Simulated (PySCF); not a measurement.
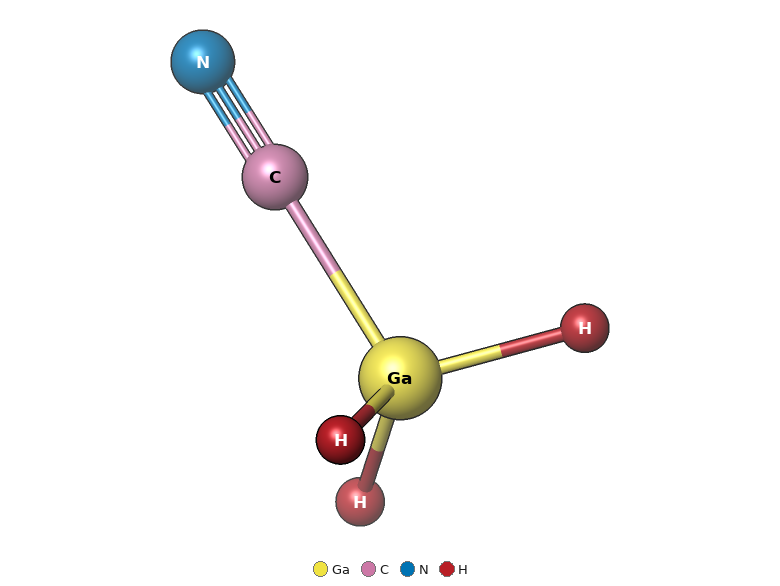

Atoms fade into the background with distance from the viewer. State: charge −1, singlet. The geometry was computed by an optimisation with PBE0-D3(BJ)/def2-SVP. No frequency run is at hand to confirm it as a minimum.

> Which symmetry elements does this geometry have?

It has 1 C3 axis and 3 mirror planes, so the point group is C3v. The group has 6 operations. The geometry is achiral, and symmetry allows a dipole moment.
